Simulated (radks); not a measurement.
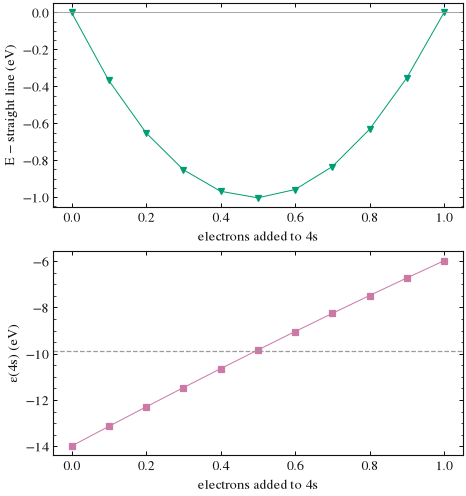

The occupation of the 4s shell is varied from Zn⁺ ([Ar] 3d10 4s1) to Zn ([Ar] 3d10 4s2), with spherical fractional occupations. The plot shows the total energy less the straight line between the end points, and the eigenvalue of 4s (the dashed line is minus the energy to take the whole electron out). The values are computed.

Question: Was this Hartree-Fock or a semilocal functional, and how does the plot tell?

Answer: It was a semilocal functional (LDA, GGA or meta-GGA): Dirac Kohn-Sham, PBE, spin-unpolarised, spherical densities, point nucleus, computed with the in-house radial solver radks. The curve is convex (below the straight line), with the largest deviation among the points computed, −1.00 eV, at 0.5. The end points differ by 9.89 eV, the energy to take the electron out. The eigenvalue, which is the slope of the energy (Janak's theorem), moves from −14.0 eV at 0 to −5.98 eV at 1; for a straight line it would stay constant, and a parabola would sag by an eighth of this change, scaled to a whole electron, 1.00 eV. Convexity is the delocalisation error: fractional charges are too low in energy. For an s shell Hartree-Fock would as a rule bend the other way.
